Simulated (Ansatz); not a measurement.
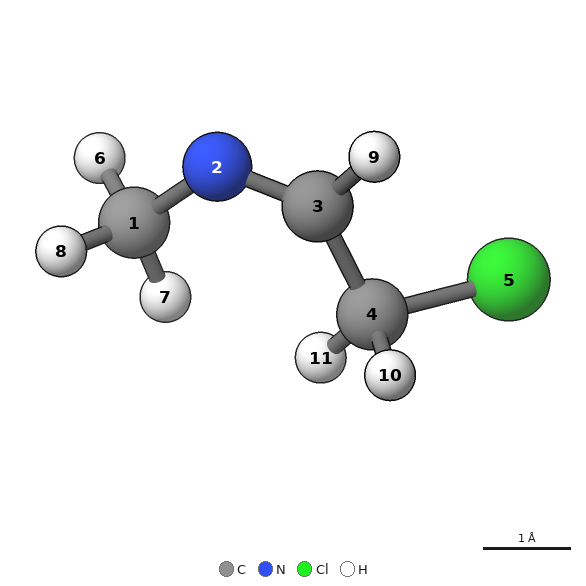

The computed structure is the end point of a PBE0-D4/def2-TZVP optimisation. No frequency run is at hand to confirm it as a minimum.

List the bonds and their lengths.

```csv
bond,length (Å),order
C1–N2,1.437,single
C1–H6,1.093,single
C1–H7,1.096,single
C1–H8,1.094,single
N2–C3,1.260,double
C3–C4,1.499,single
C3–H9,1.093,single
C4–Cl5,1.784,single
C4–H10,1.091,single
C4–H11,1.086,single
```
